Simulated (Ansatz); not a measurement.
Cl$_{2}$GaHO···H$_{2}$

```xyz
7

Ga   -0.3102   -0.7183    0.0262
H     1.4753    1.0441   -0.8384
Cl   -0.6800   -1.4439   -1.9227
Cl    1.2773   -1.5257    1.1888
H     0.8605    1.4724   -0.7944
O    -1.4199    0.4713    0.7163
H    -1.2030    0.6999    1.6241
```

The product side of a reaction path; geometry: PBE0-D4/def2-TZVP.

All numbers below come from Ansatz, RKS PBE0-D4/def2-TZVPP.

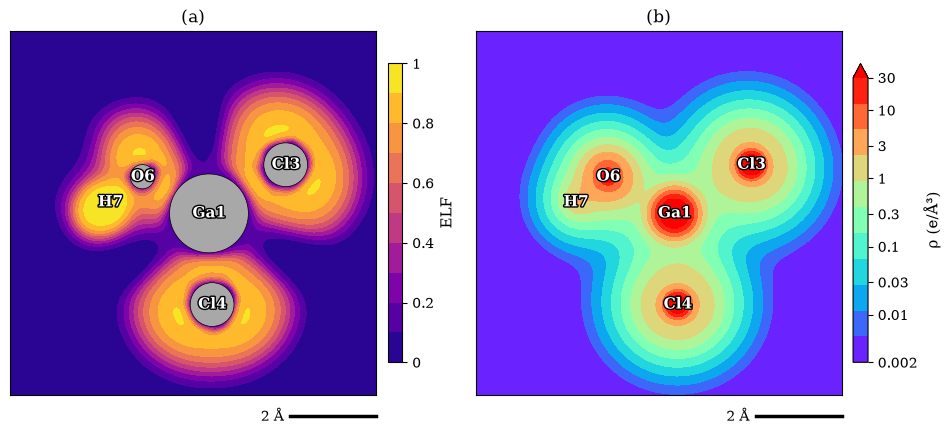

Figure 1. (a) electron localisation function; (b) total electron density on the plane of atoms Cl3, Ga1 and O6. Grey discs cover the atomic cores in the ELF map.

Question: Describe what can be read from this map.

Answer: The section cuts through Ga, Cl, O and H sites.
Ga–O (1.77 Å): the density is about 0.97 e/Å³ at the midpoint; the ELF peaks at about 0.85 in the valence shell of O, 0.6 Å from its nucleus, and is about 0.25 at the midpoint.
Ga–Cl (2.11 Å): ρ is about 0.77 e/Å³ halfway; the ELF peaks at about 0.80 in the valence shell of Cl, 0.9 Å from its nucleus, and is about 0.60 at the midpoint.
O–H (0.96 Å): ρ is about 3.8 e/Å³ halfway; the ELF climbs to about 1 towards the hydrogen, as it does in any bond to H: an ordinary covalent bond to hydrogen.
The ELF also peaks beside Cl4, Cl3 and O6, away from the bonds: lone-pair regions.

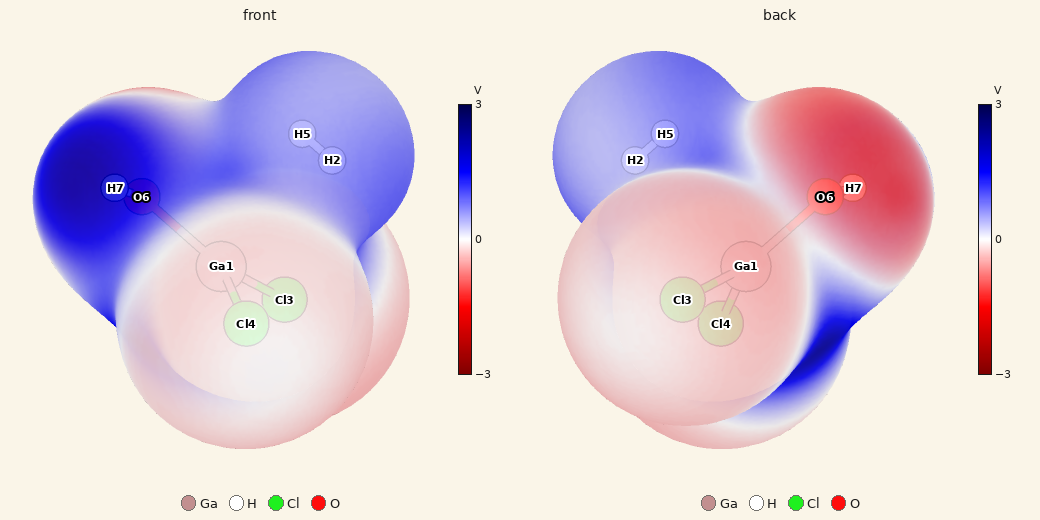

Figure 2. The molecular electrostatic potential painted on the density surface at 0.001 e/bohr³, seen from the front and from behind; the colour scale runs from red (negative) to blue (positive).

Question: Which sites attract a positive test charge, and which a negative one?

Answer: A positive charge is drawn to the negative regions and a negative charge to the positive ones. The most negative region (about −1.1 V) lies over O6, the most positive (about +2.1 V) over Ga1 and H7. O6 is the likeliest acceptor of a hydrogen bond.

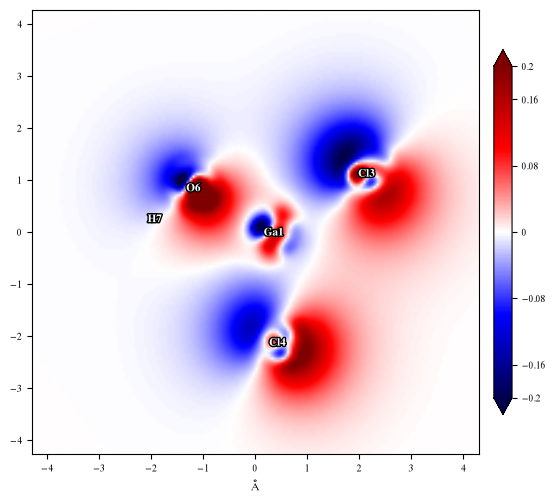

Figure 3. The HOMO−1 on the plane of atoms Cl3, Ga1 and O6 (values in Å⁻³ᐟ²; the overall sign is arbitrary).

Question: Describe this orbital and give its energy.

Answer: Its weight (Hirshfeld) is mainly on O6 (about 50 %), Cl3 (about 30 %), Cl4 (about 10 %) and Ga1 (about 5 %); largely a combination of lone pairs on O6, Cl3 and Cl4. Its energy is −9.45 eV.
